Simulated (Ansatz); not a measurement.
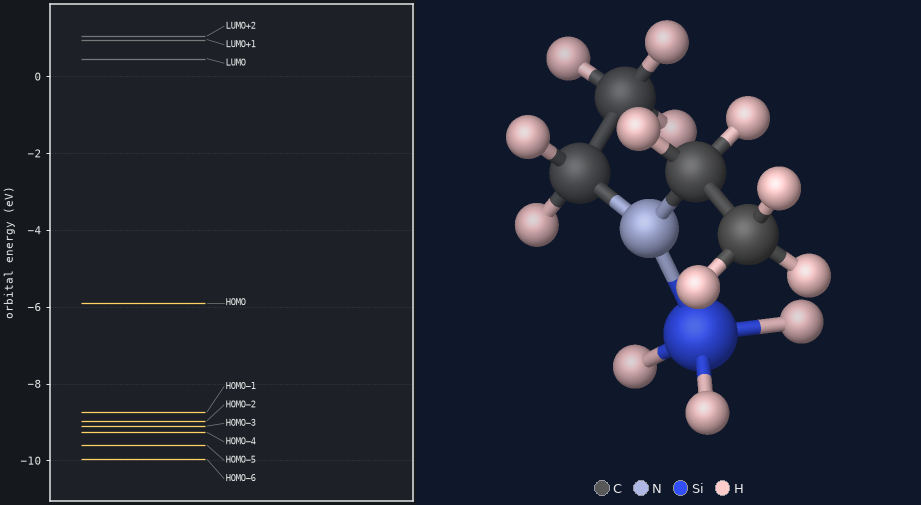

C₄H₁₃NSi, SMILES CCN([SiH3])CC. Kohn-Sham orbital energies near the frontier, HSE06/def2-TZVPP in the Ansatz code 0.2.0, at a PBE0-D4/def2-TZVP geometry (no frequency check), isolated molecule; empty levels in grey, levels within 0.03 eV side by side.

> Where do the frontier orbitals lie?

HOMO at −5.89 eV, LUMO at 0.46 eV, 6.35 eV apart.

> How far below the HOMO does the next level lie?

2.84 eV.

> List the levels.

```csv
orbital,energy (eV)
LUMO+2,1.05
LUMO+1,0.96
LUMO,0.46
HOMO,−5.89
HOMO−1,−8.73
HOMO−2,−8.96
HOMO−3,−9.11
HOMO−4,−9.27
HOMO−5,−9.61
HOMO−6,−9.97
```

Known limits of this run: one conformer of a flexible molecule; empty levels above zero depend strongly on the basis.
